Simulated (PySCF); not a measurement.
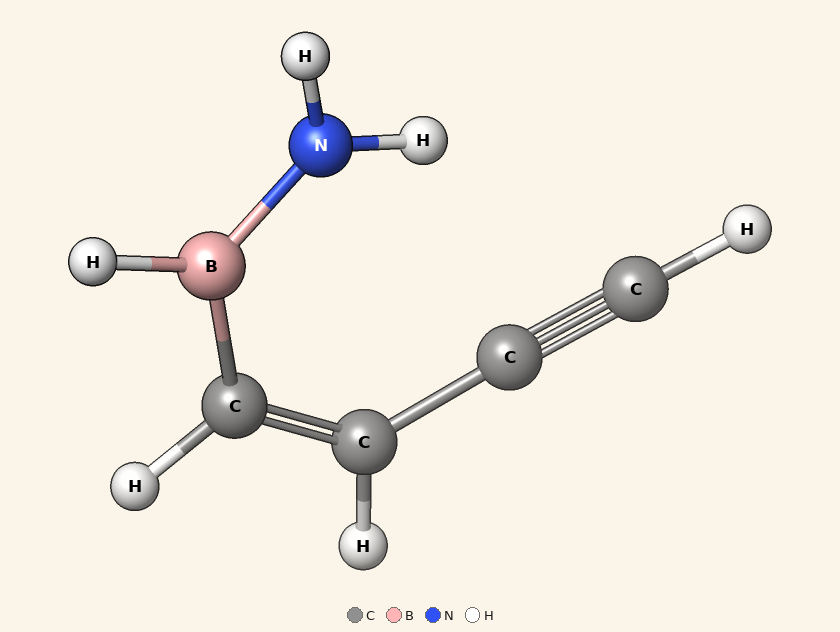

Description:

Formula C4H6BN. Its SMILES string is `C#C/C=C\BN`. It has no ring. Among its groups: alkene, alkyne, B–H bond. This geometry has C1 symmetry. Coordination: 2 C linear; 2 C trigonal planar; 1 B trigonal planar; 1 N trigonal planar.

More results for the same structure follow; atom numbers are the same in all pictures, views and colours differ. Computed geometry: PBE0-D3(BJ)/def2-SVP optimisation. No frequency run is at hand to confirm it as a minimum.

**Shape**

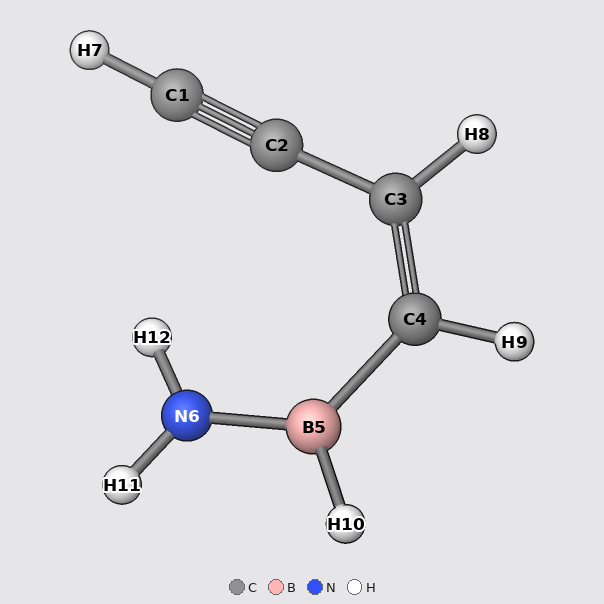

No frequency run is at hand to confirm it as a minimum.

Estimate the angles C2–C1–H7, C1–C2–C3, C2–C3–C4, C2–C3–H8, C4–C3–H8, C3–C4–B5, C3–C4–H9, B5–C4–H9, C4–B5–N6, C4–B5–H10, N6–B5–H10, B5–N6–H11, B5–N6–H12.

```
    angle  degrees
 C2–C1–H7    179.7
 C1–C2–C3    177.6
 C2–C3–C4    126.2
 C2–C3–H8    114.0
 C4–C3–H8    119.8
 C3–C4–B5    128.3
 C3–C4–H9    114.6
 B5–C4–H9    117.1
 C4–B5–N6    122.8
C4–B5–H10    119.3
N6–B5–H10    117.9
B5–N6–H11    122.4
B5–N6–H12    123.0
```

**Dipole moment**

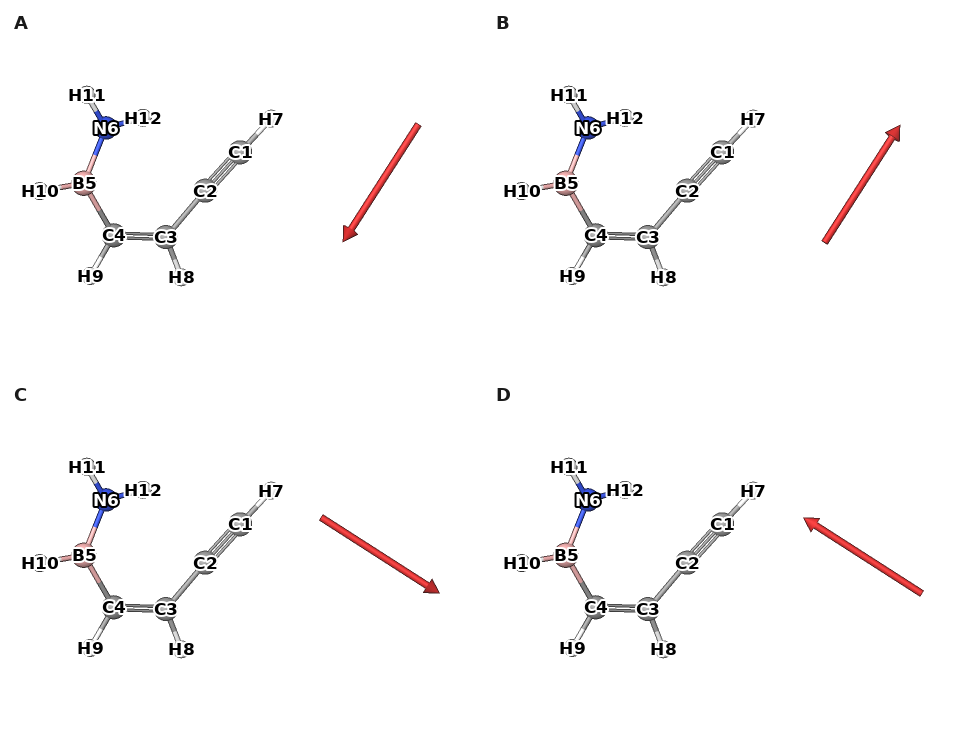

The same molecule four times, each with an arrow. No frequency run is at hand to confirm it as a minimum. Properties computed with PBE0/def2-TZVP, gas phase (PySCF 2.14.0).

**Which arrow points along the dipole moment, from the negative to the positive end?**

B. The dipole moment is 1.40 D; it points from the side of H9 to the side of H7 (the outermost atoms at the two ends).

**Excitation**

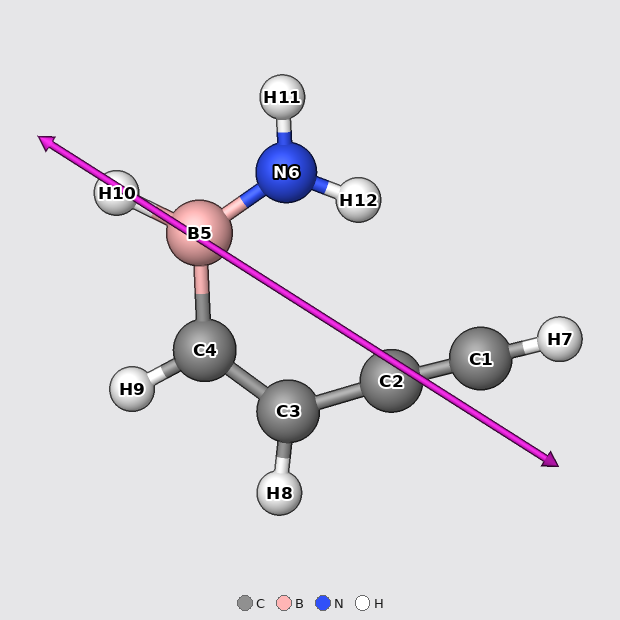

The double arrow shows the direction of the transition dipole to excited singlet state 2 (its length means nothing). No frequency run is at hand to confirm it as a minimum. Properties computed with TDDFT PBE0/6-31+G*, vertical, gas phase, core orbitals frozen in the response (PySCF 2.14.0).

**How is the transition polarised?**

Nearly parallel to the C3–C4 bond.

**Where does the transition lie, and how strong is it?**

4.94 eV (251 nm), oscillator strength 0.23, mainly HOMO → LUMO (weight 0.76); transition dipole 3.49 D.

**Polarisability**

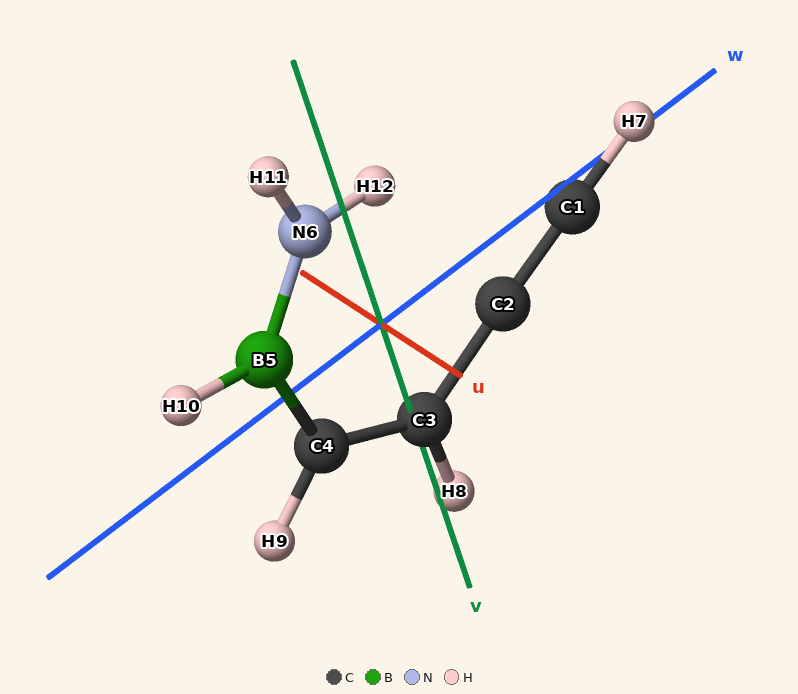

The lines u, v and w are the principal axes of the static dipole polarisability. No frequency run is at hand to confirm it as a minimum. Method: PBE0/aug-cc-pVDZ (PySCF 2.14.0).

**Along which axis is the molecule most polarisable, and along which least?**

Most along w (close to the long direction C1···B5), least along u.

**Give the three principal values.**

u 47.6, v 72.8, w 103.9 bohr³; mean 74.8, anisotropy 48.8 bohr³.

**Core levels**

No frequency run is at hand to confirm it as a minimum. Level of theory: delta-SCF UKS SCAN, pcX-1 on the ionised atom, pcseg-1 elsewhere, spin-free X2C (PySCF 2.14.0).

Give the core-electron binding energies (to vacuum) of C1 1s, C2 1s, C3 1s, C4 1s, B5 1s, N6 1s.

| atom | level | binding energy (eV) |
| --- | --- | --- |
| C1 | 1s | 290.3 |
| C2 | 1s | 291.0 |
| C3 | 1s | 291.1 |
| C4 | 1s | 289.8 |
| B5 | 1s | 195.2 |
| N6 | 1s | 405.0 |
